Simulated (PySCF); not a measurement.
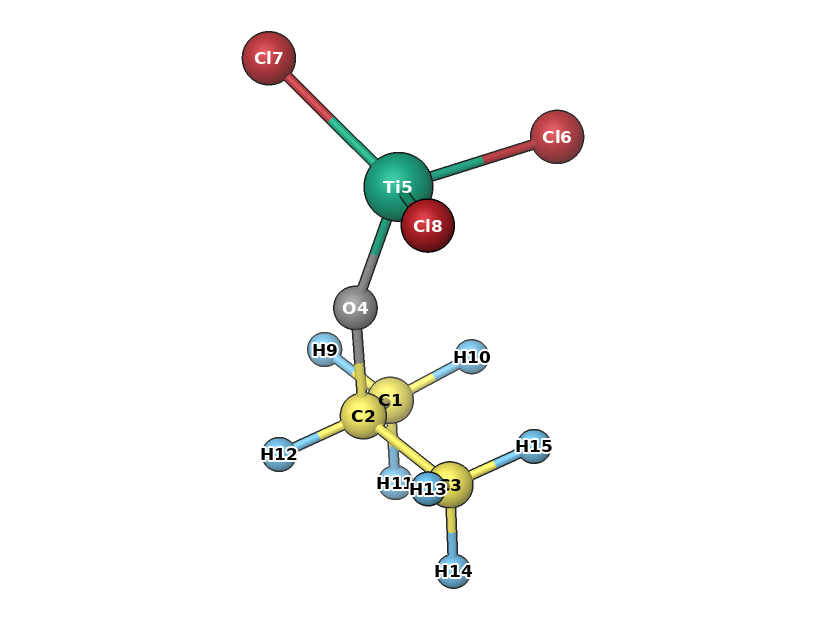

C1 lies behind C2. The molecule seen a little off the C2–C1 bond, C2 in front. Depth is shown by fading: the farther an atom, the more it takes the colour of the background. The species is neutral and a spin singlet. The geometry was computed by an optimisation with PBE0-D3(BJ)/def2-SVP. No frequency run is at hand to confirm it as a minimum.

**What is the torsion angle O4–C2–C1–H9? The sign is positive where the front bond must turn clockwise to cover the back bond.**

−59°, synclinal (gauche). The bonds about C2–C1 are staggered.
